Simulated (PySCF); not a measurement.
Input file:

```
{"job": {"kind": "nmr", "xc": "PBE0", "basis": "pcSseg-1"}, "charge": 0, "multiplicity": 1}
C     -1.383870    -1.404312     0.877308
N     -1.562461    -0.237194     0.048697
C     -2.918002    -0.111053    -0.427693
Si    -0.555365     1.147462     0.200499
N     -0.767907     2.017312    -1.274677
C      1.195759     0.463822     0.504292
F      1.620925     0.583131     1.799614
C      2.039892    -0.071464    -0.369645
Si     3.763623    -0.699550     0.056203
H     -0.346067    -1.481531     1.191084
H     -1.646622    -2.302983     0.310979
H     -2.017769    -1.368290     1.771691
H     -3.179955    -0.979743    -1.038994
H     -3.631920    -0.050670     0.401987
H     -3.005661     0.788449    -1.028251
H     -0.843047     2.115785     1.266617
H     -0.233840     2.858870    -1.410022
H     -0.814590     1.498362    -2.136606
H      1.676134    -0.150896    -1.383676
H      4.504511    -0.838920    -1.201714
H      3.655676    -2.006839     0.710991
H      4.440145     0.249638     0.938457
```

Launched as:

```sh
OMP_NUM_THREADS=1 python probes_run.py task.json out
```

Geometry: GFN2-xTB.

Method: PBE0/pcSseg-1, SCF density, gas phase, non-relativistic (PySCF).

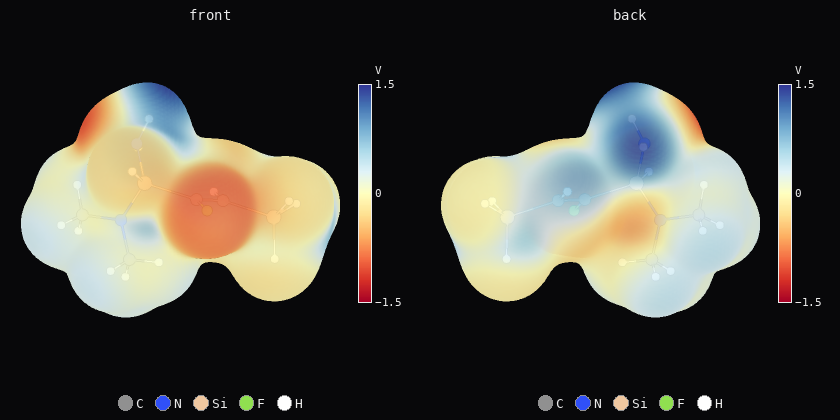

C4H13FN2Si2. The molecular electrostatic potential painted on the density surface at 0.001 e/bohr³, seen from the front and from behind; the colour scale runs from red (negative) to blue (positive).

Question: Where is the surface potential most negative and most positive?

Answer: The most negative region (about −0.9 V, or −21 kcal/mol for a unit charge) lies over N5, the most positive (about +1.3 V, or +30 kcal/mol for a unit charge) over H17 and H18.

Question: What dipole moment does the calculation give?

Answer: Its dipole moment is 2.19 D.
